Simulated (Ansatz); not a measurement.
Geometry relaxation of GeH3ClO

The run: geometry relaxation of GeH3ClO. Method and program: RKS PBE/def2-SVP (Ansatz 0.2.0).

It belongs to a series of runs on one base structure; here: end point B relaxed. Figures and captions count atoms from 1; the log counts them from 0 in places.

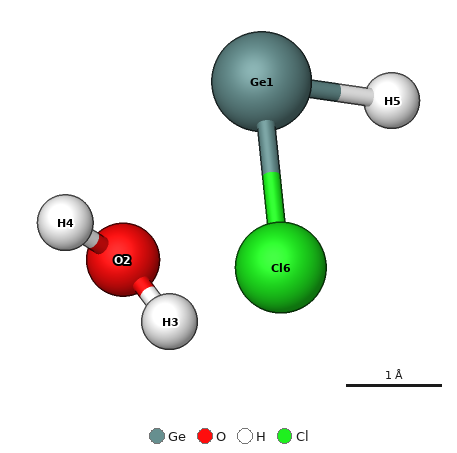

The structure as given in the input (ball-and-stick view, seen at a tilt; atoms are numbered from 1 in the order of the input). Sticks mark near contacts. Bond lengths as drawn: Cl–Ge 2.25 Å, Ge–H 1.62 Å and H–O 0.98 to 0.99 Å.

### Input file
```yaml
crystal:
  periodic: [false, false, false]
  atoms:
    - { symbol: Ge, position_ang: [-0.036052, 0.279606, -1.029891] }
    - { symbol: O, position_ang: [1.207889, 0.132726, 1.638002] }
    - { symbol: H, position_ang: [0.47959, -0.506875, 1.777297] }
    - { symbol: H, position_ang: [1.756732, -0.352321, 0.970188] }
    - { symbol: H, position_ang: [-1.230602, 1.222431, -0.481115] }
    - { symbol: Cl, position_ang: [-0.919956, -1.603667, -0.171181] }
basis:
  gaussian: { orbitals: def2-SVP }
hamiltonian:
  xc: pbe
relax:
  f_tol: 0.03
  max_steps: 50
output:
  orbitals: {}
```

Run on 1 thread of Intel Xeon (Granite Rapids), 32 GiB of memory available, shared host.

Run as:
```bash
ansatz run input.yaml --threads 1 --pin off --max-ram 2048MiB --backend cpu --events-out ev --progress --plain --runs-dir out
```

### Output
```
The last accepted step is kept in [file] (removed where the run ends without a failure and the disk answers)
Engine: ansatz 0.2.0, x86_64-unknown-linux-gnu
Functional definition: PBE
  parameter kappa = 0.804
  parameter beta = 0.06672455060314922
  exchange = pbe_x(kappa = kappa, mu = beta*pi^2/3)
  correlation = pbe_c(beta = beta)
863 factors; their error is unknown
mean field evaluation 1: about -71103.6587 eV, gradient 5.3e1 eV
mean field evaluation 2: about -71044.1055 eV, gradient 1.4e2 eV
mean field evaluation 4: about -71108.4531 eV, gradient 9.1e0 eV
mean field evaluation 8: about -71108.7158 eV, gradient 6.4e-2 eV
mean field evaluation 16: about -71108.6608 eV, gradient 2.4e-5 eV
mean field -71108.66082522 eV, -2613.1950861454 hartree, gradient 2.4e-5 eV, S^2 0.000000; 0 other end points of the search recorded, 0 dependent functions left out
the calculation of the forces begins
reference -71108.66085428 eV, -2613.1950872135 hartree; 30, 30 occupied and 49, 49 virtual orbitals, 863 factors
relax step   1: F+E_penalty+E_count = -71108.66082522 eV  Δ(F+E_penalty+E_count) = +0.000e0 eV  max|allowed force component| = 1.010e0 eV/Å  Δτ_max = 0.0000 Å  (27 SCF iters, accepted)
these checks for a lower state are left out or cut short: starts, cluster_reference, orbital_swaps, neighbouring_geometries, increment
863 factors; their error is unknown
mean field -71108.79571958 eV, -2613.2000434218 hartree, gradient 5.1e-6 eV, S^2 0.000000; 0 other end points of the search recorded, 0 dependent functions left out
the calculation of the forces begins
reference -71108.79574896 eV, -2613.2000445014 hartree; 30, 30 occupied and 49, 49 virtual orbitals, 863 factors
relax step   2: F+E_penalty+E_count = -71108.79571958 eV  Δ(F+E_penalty+E_count) = -1.349e-1 eV  max|allowed force component| = 1.650e0 eV/Å  Δτ_max = 0.1950 Å  (33 SCF iters, accepted)
these checks for a lower state are left out or cut short: starts, cluster_reference, orbital_swaps, neighbouring_geometries, increment
863 factors; their error is unknown
mean field -71108.93354930 eV, -2613.2051085705 hartree, gradient 7.3e-5 eV, S^2 0.000000; 0 other end points of the search recorded, 0 dependent functions left out
the calculation of the forces begins
reference -71108.93357856 eV, -2613.2051096456 hartree; 30, 30 occupied and 49, 49 virtual orbitals, 863 factors
relax step   3: F+E_penalty+E_count = -71108.93354930 eV  Δ(F+E_penalty+E_count) = -1.378e-1 eV  max|allowed force component| = 1.752e0 eV/Å  Δτ_max = 0.1951 Å  (29 SCF iters, accepted)
these checks for a lower state are left out or cut short: starts, cluster_reference, orbital_swaps, neighbouring_geometries, increment
863 factors; their error is unknown
mean field evaluation 32: about -71108.9895 eV, gradient 6.4e0 eV
mean field -71109.05019687 eV, -2613.2093952897 hartree, gradient 7.9e-6 eV, S^2 0.000000; 0 other end points of the search recorded, 0 dependent functions left out
the calculation of the forces begins
reference -71109.05022536 eV, -2613.2093963364 hartree; 30, 30 occupied and 49, 49 virtual orbitals, 863 factors
relax step   4: F+E_penalty+E_count = -71109.05019687 eV  Δ(F+E_penalty+E_count) = -1.166e-1 eV  max|allowed force component| = 3.024e-1 eV/Å  Δτ_max = 0.1912 Å  (29 SCF iters, accepted)
these checks for a lower state are left out or cut short: starts, cluster_reference, orbital_swaps, neighbouring_geometries, increment
863 factors; their error is unknown
mean field -71109.06371752 eV, -2613.2098921643 hartree, gradient 9.1e-6 eV, S^2 0.000000; 0 other end points of the search recorded, 0 dependent functions left out
the calculation of the forces begins
reference -71109.06374580 eV, -2613.2098932038 hartree; 30, 30 occupied and 49, 49 virtual orbitals, 863 factors
relax step   5: F+E_penalty+E_count = -71109.06371752 eV  Δ(F+E_penalty+E_count) = -1.352e-2 eV  max|allowed force component| = 1.763e-1 eV/Å  Δτ_max = 0.0623 Å  (27 SCF iters, accepted)
these checks for a lower state are left out or cut short: starts, cluster_reference, orbital_swaps, neighbouring_geometries, increment
863 factors; their error is unknown
mean field -71109.06852766 eV, -2613.2100689336 hartree, gradient 1.4e-5 eV, S^2 0.000000; 0 other end points of the search recorded, 0 dependent functions left out
the calculation of the forces begins
reference -71109.06855584 eV, -2613.2100699692 hartree; 30, 30 occupied and 49, 49 virtual orbitals, 863 factors
relax step   6: F+E_penalty+E_count = -71109.06852766 eV  Δ(F+E_penalty+E_count) = -4.810e-3 eV  max|allowed force component| = 6.213e-2 eV/Å  Δτ_max = 0.0313 Å  (26 SCF iters, accepted)
these checks for a lower state are left out or cut short: starts, cluster_reference, orbital_swaps, neighbouring_geometries, increment
863 factors; their error is unknown
mean field -71109.06912445 eV, -2613.2100908653 hartree, gradient 1.2e-5 eV, S^2 0.000000; 0 other end points of the search recorded, 0 dependent functions left out
the calculation of the forces begins
reference -71109.06915256 eV, -2613.2100918983 hartree; 30, 30 occupied and 49, 49 virtual orbitals, 863 factors
relax step   7: F+E_penalty+E_count = -71109.06912445 eV  Δ(F+E_penalty+E_count) = -5.968e-4 eV  max|allowed force component| = 4.254e-2 eV/Å  Δτ_max = 0.0167 Å  (26 SCF iters, accepted)
these checks for a lower state are left out or cut short: starts, cluster_reference, orbital_swaps, neighbouring_geometries, increment
863 factors; their error is unknown
mean field evaluation 64: about -71109.0693 eV, gradient 1.0e-4 eV
mean field -71109.06925685 eV, -2613.2100957309 hartree, gradient 1.3e-5 eV, S^2 0.000000; 0 other end points of the search recorded, 0 dependent functions left out
the calculation of the forces begins
reference -71109.06928493 eV, -2613.2100967629 hartree; 30, 30 occupied and 49, 49 virtual orbitals, 863 factors
relax step   8: F+E_penalty+E_count = -71109.06925685 eV  Δ(F+E_penalty+E_count) = -1.324e-4 eV  max|allowed force component| = 2.981e-2 eV/Å  Δτ_max = 0.0204 Å  (26 SCF iters, accepted)
```

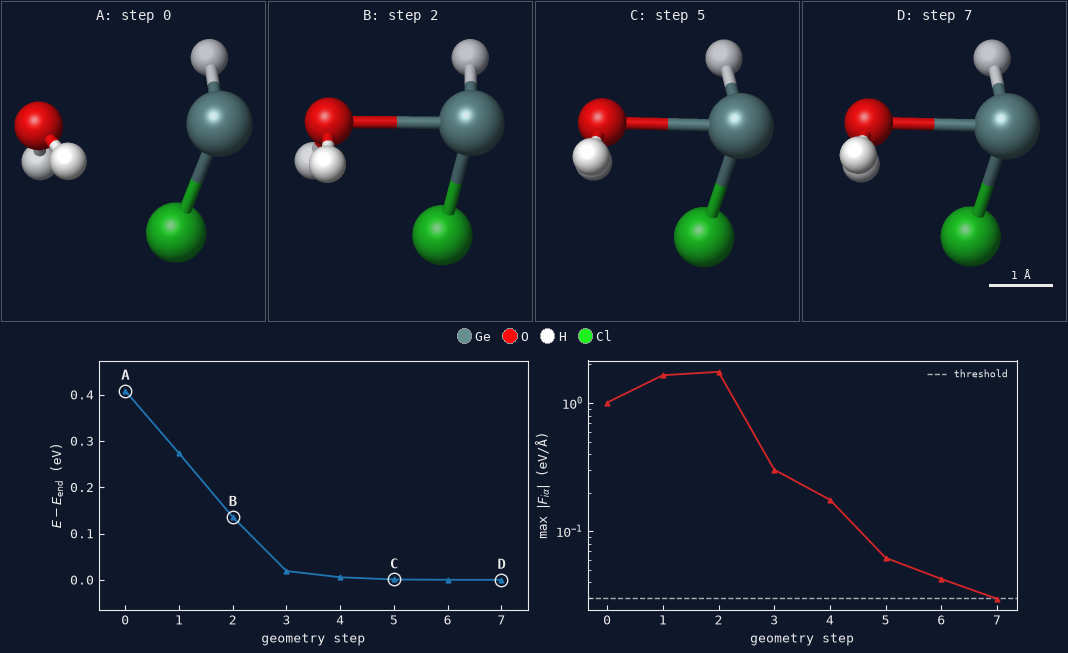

Frames of the relaxation (ball-and-stick view, seen at a tilt) above the curves, on which the letters mark them (the first geometry is step 0 here and step 1 in the log).

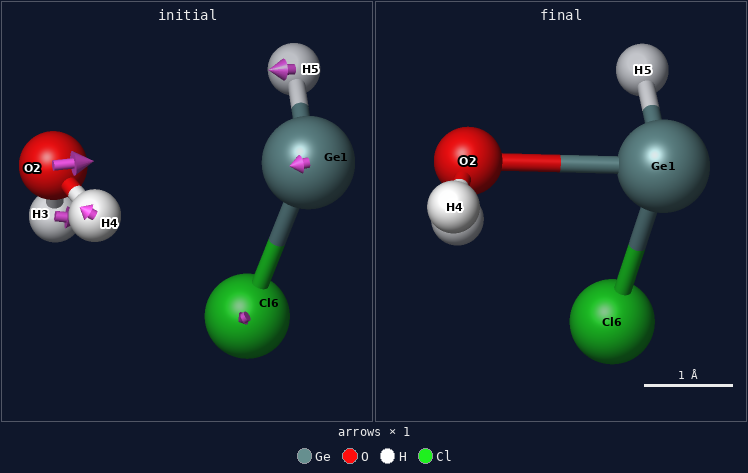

Before (left) and after (right) the relaxation, at one scale (ball-and-stick view, seen at a tilt). The pink arrows give the displacements, at true length. The largest move after the best rigid fit is that of O2, 0.48 Å. Largest moves by element: O 0.48 Å, H 0.33 Å, Ge 0.23 Å, Cl 0.13 Å. Among the contacts that change: Ge1–O2 2.947 → 2.244 Å, Ge1–Cl6 2.251 → 2.307 Å, O2–H3 0.979 → 0.993 Å, O2–H4 0.991 → 0.980 Å. Among the angles that change: H3–O2–H4 100.8° → 103.6°. After 7 geometry steps the energy has fallen by 0.408 eV. Largest force component: 1 eV/Å at the start, 0.03 eV/Å at the end. (Atoms are counted from 1 in the order of the input.)

```
863 factors; their error is unknown
mean field -71109.06925685 eV, -2613.2100957309 hartree, gradient 1.3e-5 eV, S^2 0.000000; 1 other end points of the search recorded, 0 dependent functions left out
the calculation of the forces begins
reference -71109.06928493 eV, -2613.2100967629 hartree; 30, 30 occupied and 49, 49 virtual orbitals, 863 factors
Total energy: -71109.06928493 eV, -2613.2100967629 hartree
Atom 0 at     0.093982     0.239743    -0.839668 Å, force    -0.006624     0.005668     0.006210 eV/Å
Atom 1 at     0.969463     0.193567     1.226066 Å, force     0.017659    -0.007445    -0.029809 eV/Å
Atom 2 at     0.342819    -0.534976     1.477911 Å, force     0.013962    -0.004860     0.002873 eV/Å
Atom 3 at     1.831217    -0.263715     1.137809 Å, force    -0.023179     0.002981     0.024724 eV/Å
Atom 4 at    -1.038995     1.211674    -0.225258 Å, force    -0.003544     0.003848    -0.004466 eV/Å
Atom 5 at    -0.940885    -1.674393    -0.073559 Å, force     0.001726    -0.000192     0.000467 eV/Å
Dipole moment:     0.544552     0.078288     0.277909 e Å
```

### Trajectory as extended XYZ (Å, eV, eV/Å), 8 frames, from step=1 to step=8
```
6
Properties=species:S:1:pos:R:3:forces:R:3 step=1 energy=-71108.66082
Ge   -0.0361    0.2796   -1.0299    0.1091   0.0480   0.4727
O     1.2079    0.1327    1.6380    0.1449  -0.1165  -1.0101
H     0.4796   -0.5069    1.7773   -0.0954  -0.0760   0.0088
H     1.7567   -0.3523    0.9702   -0.1548   0.1897   0.5667
H    -1.2306    1.2224   -0.4811    0.0141  -0.0083  -0.0127
Cl   -0.9200   -1.6037   -0.1712   -0.0178  -0.0369  -0.0253
6
Properties=species:S:1:pos:R:3:forces:R:3 step=2 energy=-71108.79572
Ge   -0.0041    0.2914   -0.9433    0.2883   0.0838   0.3926
O     1.1139    0.1940    1.4785    0.5929  -1.6498  -1.1097
H     0.4801   -0.5253    1.7592    0.1492   0.6081  -0.1852
H     1.8061   -0.4056    1.0266   -0.9112   1.1343   0.7839
H    -1.2268    1.2302   -0.4589   -0.0069   0.0022   0.0900
Cl   -0.9116   -1.6128   -0.1588   -0.1123  -0.1787   0.0285
6
Properties=species:S:1:pos:R:3:forces:R:3 step=3 energy=-71108.93355
Ge    0.0640    0.2823   -0.8080    0.2198   0.1026  -0.2129
O     1.0380    0.2101    1.2995    1.1446  -1.7524  -0.2458
H     0.4406   -0.4891    1.6864   -0.0700   0.4779  -0.1963
H     1.8328   -0.4035    1.0738   -1.2755   1.3767   0.3012
H    -1.1908    1.2183   -0.3897    0.0808  -0.0111   0.2369
Cl   -0.9270   -1.6462   -0.1588   -0.0998  -0.1937   0.1168
6
Properties=species:S:1:pos:R:3:forces:R:3 step=4 energy=-71109.05020
Ge    0.1041    0.2403   -0.8388   -0.1515   0.2897   0.0358
O     0.9931    0.2144    1.2350    0.1785  -0.3024  -0.0183
H     0.3655   -0.4752    1.5642   -0.2554   0.0915  -0.0078
H     1.7948   -0.3359    1.0980    0.0953   0.2165   0.0035
H    -1.0801    1.1895   -0.2366    0.1979  -0.0682  -0.0778
Cl   -0.9199   -1.6612   -0.1185   -0.0649  -0.2271   0.0646
6
Properties=species:S:1:pos:R:3:forces:R:3 step=5 energy=-71109.06372
Ge    0.0835    0.2326   -0.8372    0.0076   0.1307  -0.0607
O     0.9880    0.2104    1.2215   -0.1452  -0.0768   0.0024
H     0.3371   -0.4802    1.5090   -0.0545   0.0312   0.0272
H     1.8085   -0.3105    1.1251    0.1763  -0.0056  -0.0193
H    -1.0428    1.2218   -0.2118    0.0365  -0.1136  -0.0121
Cl   -0.9167   -1.7023   -0.1033   -0.0207   0.0341   0.0625
6
Properties=species:S:1:pos:R:3:forces:R:3 step=6 energy=-71109.06853
Ge    0.0871    0.2418   -0.8516    0.0012   0.0025   0.0621
O     0.9759    0.1985    1.2144    0.0158  -0.0393  -0.0056
H     0.3325   -0.5056    1.4913    0.0133   0.0206  -0.0268
H     1.8223   -0.2893    1.1403   -0.0155   0.0248   0.0002
H    -1.0373    1.2098   -0.2097   -0.0007  -0.0181  -0.0227
Cl   -0.9229   -1.6834   -0.0813   -0.0140   0.0095  -0.0072
6
Properties=species:S:1:pos:R:3:forces:R:3 step=7 energy=-71109.06912
Ge    0.0902    0.2423   -0.8451    0.0100  -0.0041   0.0037
O     0.9758    0.1970    1.2165    0.0425  -0.0322  -0.0033
H     0.3361   -0.5157    1.4786   -0.0037  -0.0068   0.0068
H     1.8288   -0.2808    1.1459   -0.0406   0.0358  -0.0050
H    -1.0409    1.2065   -0.2154   -0.0050   0.0092  -0.0029
Cl   -0.9322   -1.6774   -0.0771   -0.0033  -0.0019   0.0007
6
Properties=species:S:1:pos:R:3:forces:R:3 step=8 energy=-71109.06926
Ge    0.0940    0.2397   -0.8397   -0.0066   0.0057   0.0062
O     0.9695    0.1936    1.2261    0.0177  -0.0074  -0.0298
H     0.3428   -0.5350    1.4779    0.0140  -0.0049   0.0029
H     1.8312   -0.2637    1.1378   -0.0232   0.0030   0.0247
H    -1.0390    1.2117   -0.2253   -0.0035   0.0038  -0.0045
Cl   -0.9409   -1.6744   -0.0736    0.0017  -0.0002   0.0005
```

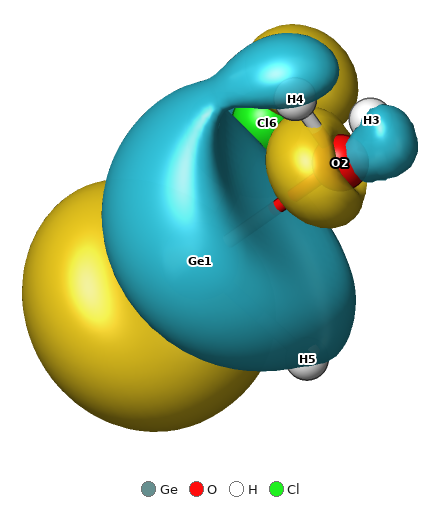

One frontier orbital at ±0.1 Å⁻³ᐟ² (yellow and cyan are the two phases), seen at an oblique angle. The LUMO, at −2.05 eV. It lies mainly on Ge1 (70 %) and O2 (10 %).

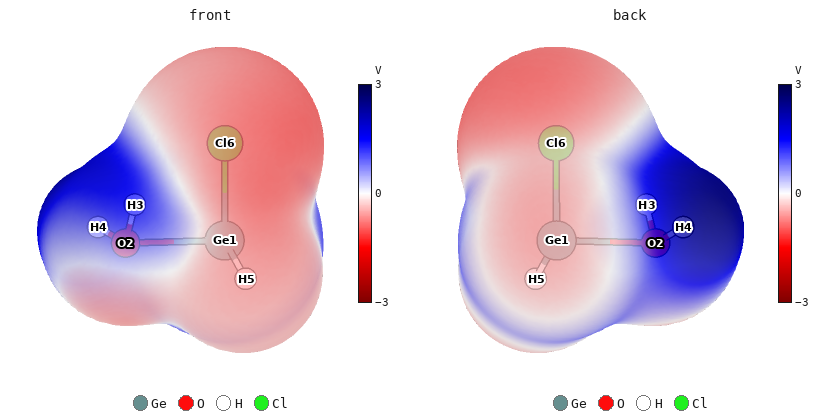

The electrostatic potential painted on the density surface at 0.001 e/bohr³, seen face on and from behind; the colour scale runs from red (negative) to blue (positive). A positive charge is drawn to the negative regions and a negative charge to the positive ones.

### Key numbers

| quantity | value |
| --- | --- |
| outcome | converged |
| total energy | −71109.0693 eV |
| mean-field energy | −71109.0693 eV |
| largest force (length of the vector) at the end | 0.035 eV/Å |
| wall time | 9.5 s |
| peak memory | 0.15 GiB |
